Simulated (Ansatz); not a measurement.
Al$_{2}$P$_{2}$ (charge −1, doublet)

```tsv
atom	x (Å)	y (Å)	z (Å)
Al	-1.5483	-0.0195	-1.4117
Al	1.1550	-0.3486	1.7132
P	0.6512	-0.7019	-0.6374
P	-0.2579	1.0700	0.3359
```

Geometry: B3LYP-D4/def2-TZVPD.

Level of theory: UKS PBE0-D4/def2-TZVPD (Ansatz).

**What can the converged electron density, electron localisation function and spin density tell about the bonding?**

Al–P (2.43 Å): ρ at the midpoint is about 0.42 e/Å³; the ELF peaks at about 0.80 in the valence shell of P, 1.0 Å from its nucleus, and is about 0.75 at the midpoint.
The unpaired spin (1 electron) lies mostly on P4 (about 0.4) and P3 (about 0.4), in electrons by Hirshfeld's partition.

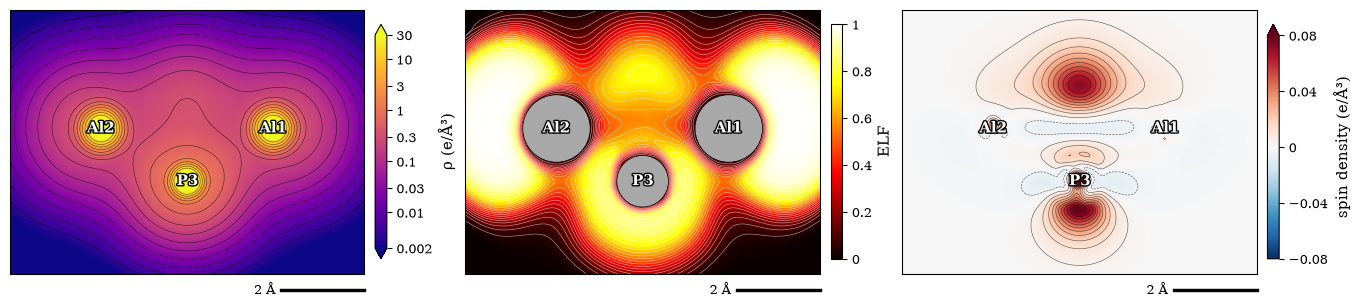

Computed electron density, electron localisation function and spin density on the plane of atoms Al1, P3 and Al2, in this order. Grey discs cover the atomic cores in the ELF map. 
